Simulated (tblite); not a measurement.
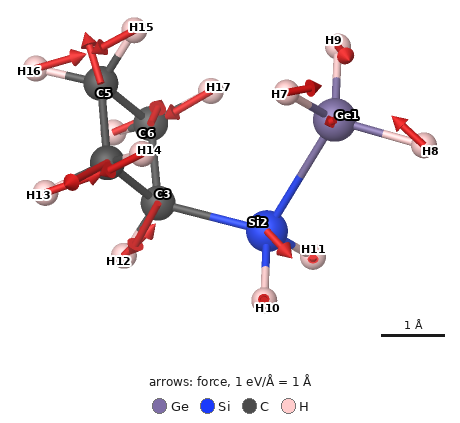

Starting geometry of C₄H₁₂GeSi with the computed forces as red arrows. Style: ball-and-stick. Shown at a tilt.

Computed with tblite 0.8.0, GFN2-xTB geometry optimisation, gas phase. 

What follows when this structure is relaxed?

Answer. It isn't relaxed: the largest force vector, on a C atom, is 1.55 eV/Å. The final displacements have little in common with the starting forces (cosine between the two patterns 0.22). An H atom moves most after the best rigid fit: 0.52 Å. Largest moves by element: H 0.52 Å, C 0.21 Å, Ge 0.12 Å, Si 0.02 Å. Among the contacts that change: Ge–H 1.548 → 1.503 Å, C–H 1.121 → 1.091 Å, C–Si 1.874 → 1.899 Å, C–C 1.517 → 1.540 Å. Bond angles that change, for instance: Si–Ge–H 109.1° → 116.4°, H–Ge–H 109.8° → 102.6°, Si–Ge–H 109.5° → 116.1°. The energy falls by 7.91 kcal/mol in 78 geometry steps.
